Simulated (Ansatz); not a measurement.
AsF₂H₅Si₂ (SMILES F[SiH2][AsH][SiH2]F)

```xyz
10

F    -2.2029   -0.3564   -1.1841
Si   -1.6082    0.4589    0.1667
As   -0.0253   -0.8626    1.2326
Si    1.5231   -0.5368   -0.4657
F     1.0380   -1.3870   -1.8387
H    -0.9912    1.7249   -0.2563
H    -2.7128    0.7417    1.0950
H     0.5256    0.3447    2.0595
H     2.8390   -1.0237   -0.0264
H     1.6148    0.8962   -0.7826
```

Not at a stationary point (largest force 1.8 eV/Å).

The calculation used SCF PBE, Gaussian basis in Ansatz.

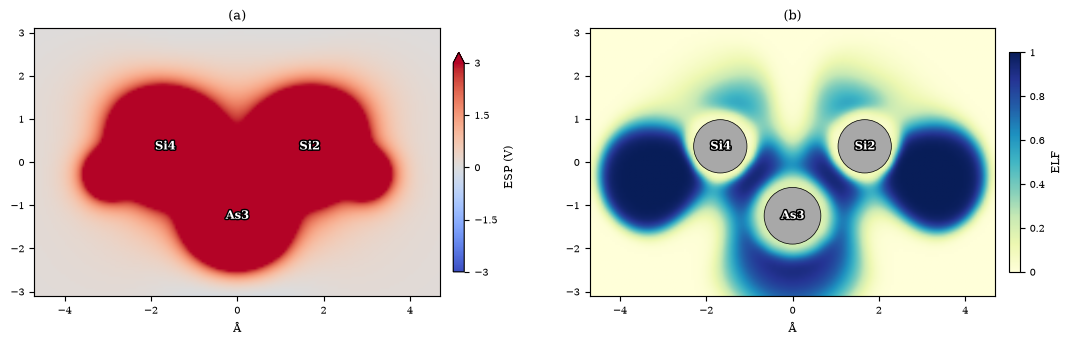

Figure 1. (a) molecular electrostatic potential; (b) electron localisation function on the plane of atoms Si2, As3 and Si4. Grey discs cover the atomic cores in the ELF map.

### Interpret the plot.

The section cuts through Si and As sites.
Si–As (2.32 Å): the ELF peaks at about 0.95 between the atoms, as expected for localised, covalent bonding.
The ELF also peaks beside As3, away from the bonds: lone-pair regions.
The potential has no marked negative region in this plane.

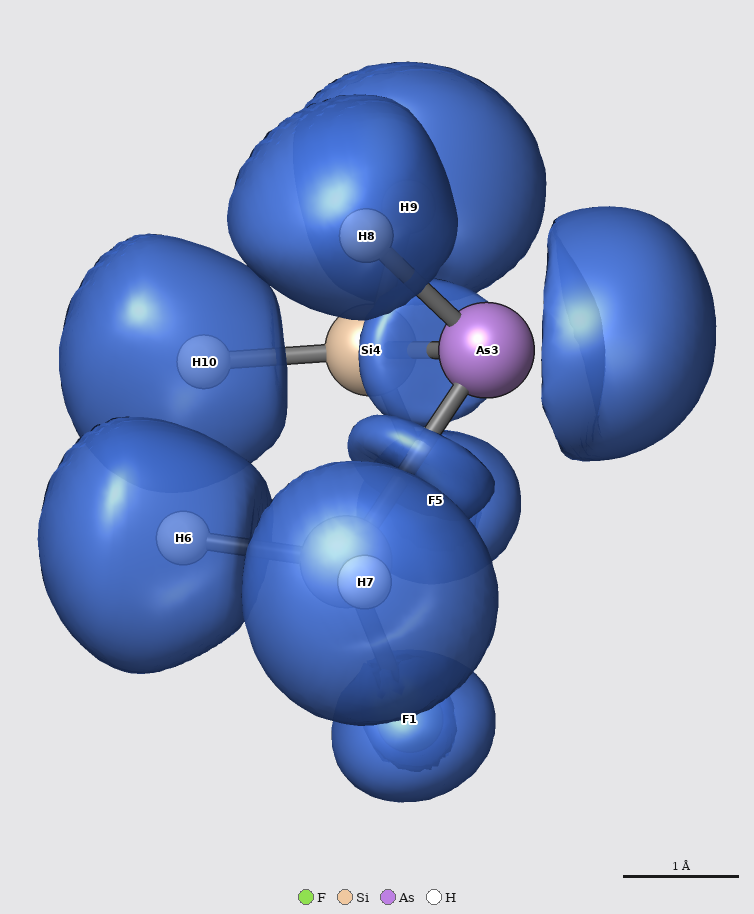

Figure 2. Isosurface of the ELF at 0.8 (blue), seen at an oblique angle. Core shells and regions of very low density are left out.

### Describe the localisation domains.

At this value the surface marks out two regions between bonded As–Si atoms (shared pairs), five regions around hydrogen nuclei, one lobe on As, pointing away from the bonds (lone pairs) and two regions wrapped around F (its lone pairs, merged into a ring or cap). Along the contacts the grid gives the following. Si–F (1.69 Å): the ELF peaks at about 0.80 in the valence shell of F, 0.6 Å from its nucleus, and is about 0.50 at the midpoint.

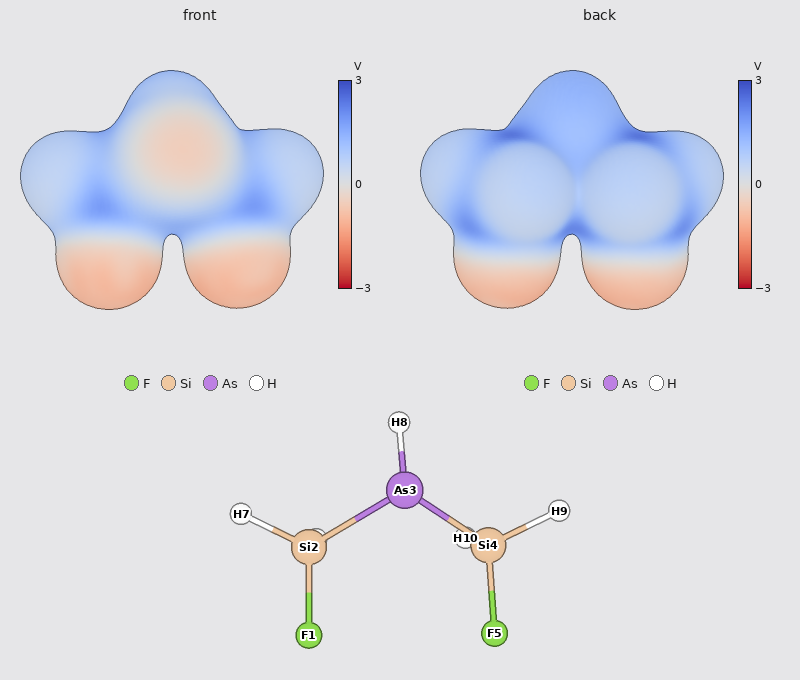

Figure 3. The electrostatic potential painted on the density surface at 0.004 e/bohr³, seen from the front and from behind; the colour scale runs from red (negative) to blue (positive). The bare structure is drawn below in the same view.

### Which sites attract a positive test charge, and which a negative one?

A positive charge is drawn to the negative regions and a negative charge to the positive ones. The most negative region (about −1.0 V) lies over F1 and F5, the most positive (about +2.2 V) over Si2 and Si4.

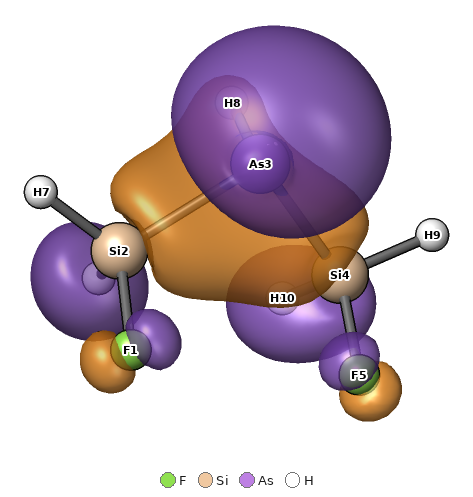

Figure 4. The HOMO at ±0.08 Å⁻³ᐟ² (orange and purple are the two phases), seen at a tilt.

### Where does this orbital lie, and at what energy?

By Hirshfeld shares it lies mainly on As3 (about 65 %), Si2 (about 10 %) and Si4 (about 10 %). Its energy is −6.48 eV.
